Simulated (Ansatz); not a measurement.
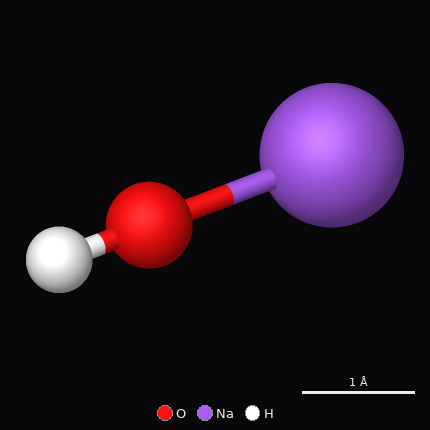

Ball-and-stick drawing of a structure.

Computed geometry: PBE0-D4/def2-TZVP optimisation.

What is the molecular formula?

Answer. HNaO, 3 atoms: 1 hydrogen, 1 sodium and 1 oxygen.

Write the SMILES.

Answer. [OH][Na]

The parts below concern this one geometry. Atoms keep their numbers from picture to picture.

Shape

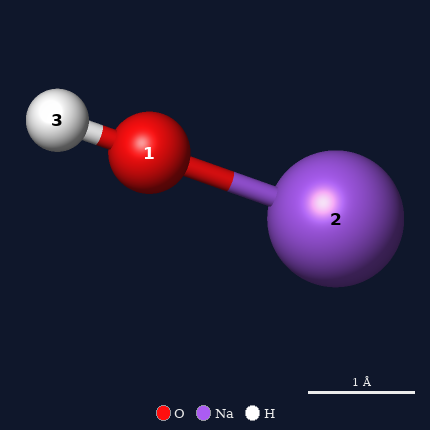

Atoms carry their numbers in the input.

Give these bond angles: Na2–O1–H3.

| angle | degrees |
| --- | --- |
| Na2–O1–H3 | 179.9 |

Vibrations

Harmonic vibrations computed with RKS PBE0-D4/def2-TZVP (Ansatz 0.2.0) at a stationary point of the same level.

List the wavenumbers.

Answer. 4 modes: 181, 181, 580, 3998 cm⁻¹.

Dipole moment

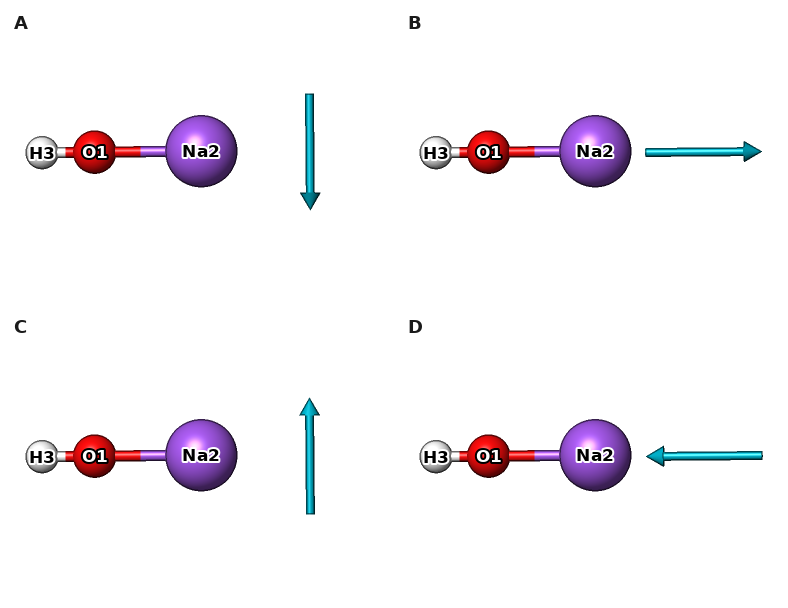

The same molecule four times, each with an arrow. Properties computed with RKS PBE-D4/def2-TZVPP (Ansatz 0.2.0).

Which arrow points along the dipole moment, from the negative to the positive end?

Answer. B. The dipole moment is 6.00 D; it points from the side of H3 to the side of Na2 (the outermost atoms at the two ends).

Charges

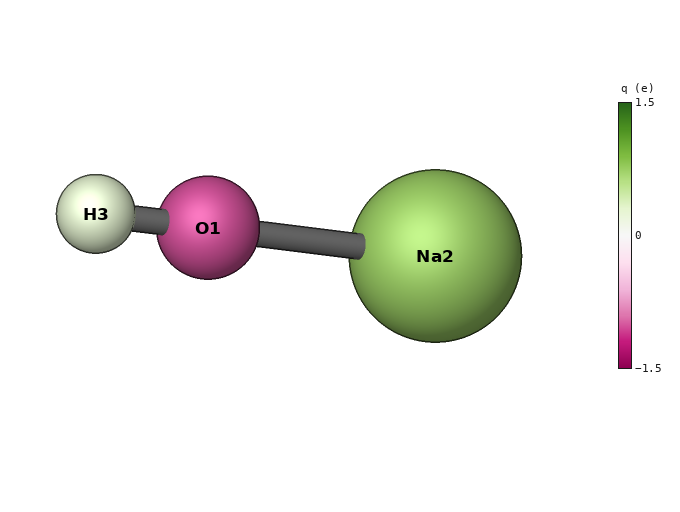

Atoms are coloured by their Mulliken charges. Method: RKS PBE0-D4/def2-TZVP (Ansatz 0.2.0).

Give the Mulliken charges atom by atom.

| atom | value (e) |
| --- | --- |
| O1 | −1.01 |
| Na2 | 0.74 |
| H3 | 0.27 |

Mulliken values depend strongly on the basis set and can even reverse the polarity of a bond.
